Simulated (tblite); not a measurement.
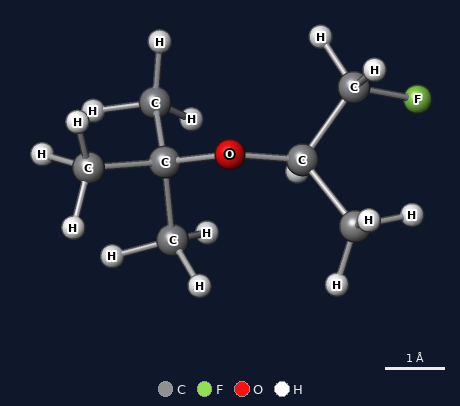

This is the input geometry for a relaxation of C7H15FO. Style: ball-and-stick. Shown at a tilt.

Theory: GFN2-xTB geometry optimisation, gas phase (tblite).

```xyz
24

C     1.9644   -1.5823    0.0826
C     1.2622   -0.2173    0.1178
C     2.3855    0.7761    0.3307
F     3.2489    0.6804   -0.7489
O     0.1738   -0.0900    0.8661
C    -1.0434    0.1943    0.3959
C    -1.1646    1.5300   -0.3552
C    -1.3205   -0.8423   -0.6735
C    -2.1943    0.0784    1.3390
H     2.3833   -1.8630    1.0575
H     1.3934   -2.3534   -0.4445
H     2.8522   -1.3878   -0.5724
H     0.9591   -0.0493   -0.9270
H     1.9555    1.8128    0.2756
H     2.9479    0.6889    1.2477
H    -0.8082    2.3861    0.2287
H    -0.7716    1.4418   -1.3824
H    -2.2678    1.6795   -0.4956
H    -0.9487   -1.8370   -0.4265
H    -0.8794   -0.5149   -1.6558
H    -2.4244   -0.8271   -0.8484
H    -2.6068   -0.9466    1.4372
H    -3.0270    0.6641    0.8467
H    -2.0811    0.5985    2.3045
```

Q: What does the optimiser find from here?

A: The energy falls by 35.2 kcal/mol in 97 geometry steps. The largest move after the best rigid fit is that of H22, 0.71 Å. By element the largest moves are H 0.71 Å, F 0.39 Å, C 0.27 Å, O 0.13 Å. Among the contacts that change: O5–C6 1.335 → 1.429 Å, C2–O5 1.327 → 1.414 Å, C6–C9 1.492 → 1.531 Å, C8–H20 1.125 → 1.088 Å. Among the angles between lasting bonds that change: O5–C6–C9 117.6° → 103.7°, C3–C2–O5 117.8° → 108.1°, C1–C2–O5 118.3° → 109.7°. Groups turn about C6–C9 by about 20°. The run took 1.1 s on 1 thread of Arm Neoverse N1, with other jobs on the host.

History of the run:

```json
{"step": "0", "E − E(0), kcal/mol": "0.00"}
{"step": "1", "E − E(0), kcal/mol": "-16.57"}
{"step": "2", "E − E(0), kcal/mol": "-19.17"}
{"step": "3", "E − E(0), kcal/mol": "-21.38"}
{"step": "4", "E − E(0), kcal/mol": "-23.44"}
{"step": "5", "E − E(0), kcal/mol": "-25.04"}
{"step": "6", "E − E(0), kcal/mol": "-26.38"}
{"step": "7", "E − E(0), kcal/mol": "-27.64"}
{"step": "8", "E − E(0), kcal/mol": "-28.80"}
{"step": "9", "E − E(0), kcal/mol": "-29.82"}
{"step": "10", "E − E(0), kcal/mol": "-30.63"}
{"step": "15", "E − E(0), kcal/mol": "-33.29"}
{"step": "19", "E − E(0), kcal/mol": "-33.88"}
{"step": "24", "E − E(0), kcal/mol": "-34.38"}
{"step": "28", "E − E(0), kcal/mol": "-34.64"}
{"step": "33", "E − E(0), kcal/mol": "-34.88"}
{"step": "37", "E − E(0), kcal/mol": "-34.97"}
{"step": "42", "E − E(0), kcal/mol": "-35.03"}
{"step": "47", "E − E(0), kcal/mol": "-35.10"}
{"step": "51", "E − E(0), kcal/mol": "-35.13"}
{"step": "56", "E − E(0), kcal/mol": "-35.16"}
{"step": "60", "E − E(0), kcal/mol": "-35.17"}
{"step": "65", "E − E(0), kcal/mol": "-35.18"}
{"step": "70", "E − E(0), kcal/mol": "-35.19"}
{"step": "74", "E − E(0), kcal/mol": "-35.20"}
{"step": "79", "E − E(0), kcal/mol": "-35.20"}
{"step": "83", "E − E(0), kcal/mol": "-35.21"}
{"step": "88", "E − E(0), kcal/mol": "-35.21"}
{"step": "92", "E − E(0), kcal/mol": "-35.21"}
{"step": "97", "E − E(0), kcal/mol": "-35.22"}
```

Final geometry:

```xyz
24

C     1.9814   -1.5836    0.0423
C     1.3064   -0.2173   -0.0725
C     2.2693    0.8971    0.3635
F     3.3146    0.9949   -0.5225
O     0.1725   -0.1737    0.7713
C    -1.1031    0.1425    0.2092
C    -1.1268    1.5512   -0.3965
C    -1.5296   -0.8960   -0.8363
C    -2.0534    0.0842    1.4086
H     2.1776   -1.8026    1.0887
H     1.3339   -2.3578   -0.3600
H     2.9184   -1.5796   -0.5082
H     1.0379   -0.0353   -1.1200
H     1.7661    1.8684    0.3753
H     2.6928    0.6827    1.3484
H    -0.8262    2.2821    0.3508
H    -0.4576    1.6295   -1.2502
H    -2.1332    1.7883   -0.7302
H    -1.4570   -1.8947   -0.4126
H    -0.9039   -0.8490   -1.7245
H    -2.5585   -0.7167   -1.1357
H    -2.0302   -0.9096    1.8460
H    -3.0685    0.3176    1.1016
H    -1.7344    0.7974    2.1633
```

After the run, drawn alike:

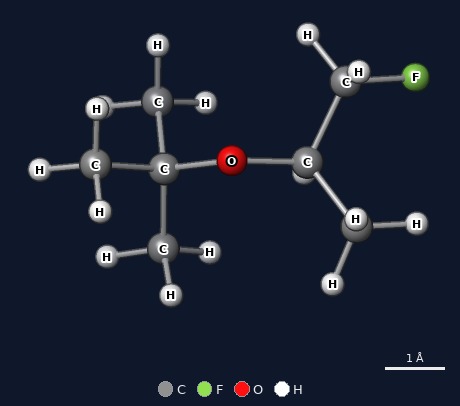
